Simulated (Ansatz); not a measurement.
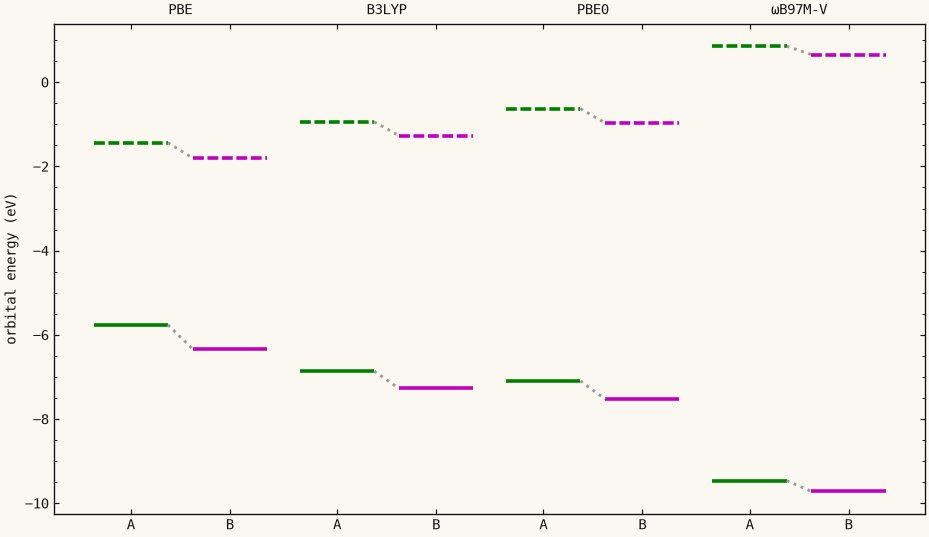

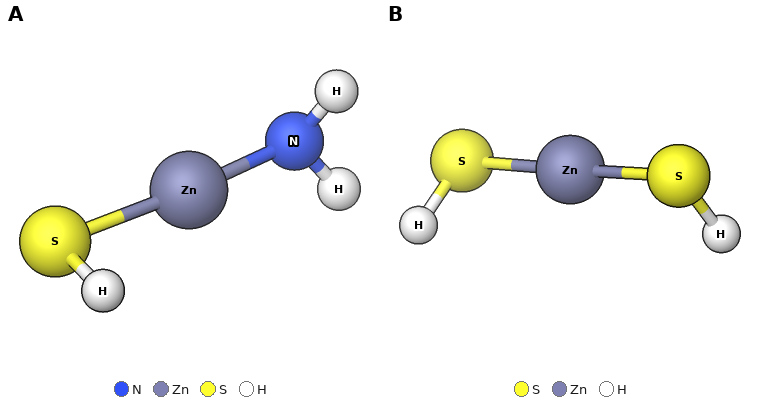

One change: A, ZnNH₃S (SMILES [NH2][Zn][SH]), becomes B, ZnH₂S₂ (SMILES [SH][Zn][SH]). NH₂ on Zn is replaced by SH. HOMO (solid) and LUMO (dashed) computed in def2-TZVPP at PBE0-D4/def2-TZVP geometries, both minima by their frequencies, gas phase, the Ansatz code 0.2.0. Empty levels above zero depend strongly on the basis.

What does the change do to HOMO and LUMO?

Answer. PBE: the HOMO falls by 0.57 eV, the LUMO falls by 0.36 eV, and the separation goes from 4.33 to 4.53 eV. B3LYP: the HOMO falls by 0.41 eV, the LUMO falls by 0.33 eV, and the separation goes from 5.92 to 6.00 eV. PBE0: the HOMO falls by 0.44 eV, the LUMO falls by 0.34 eV, and the separation goes from 6.46 to 6.56 eV. ωB97M-V: the HOMO falls by 0.25 eV, the LUMO falls by 0.20 eV, and the separation goes from 10.32 to 10.37 eV.

Do the functionals agree on the effect?

Answer. They agree on the direction for both levels; the HOMO shift lies between −0.57 and −0.25 eV and the LUMO shift between −0.36 and −0.20 eV, while the separations themselves differ by up to 6.0 eV between functionals.
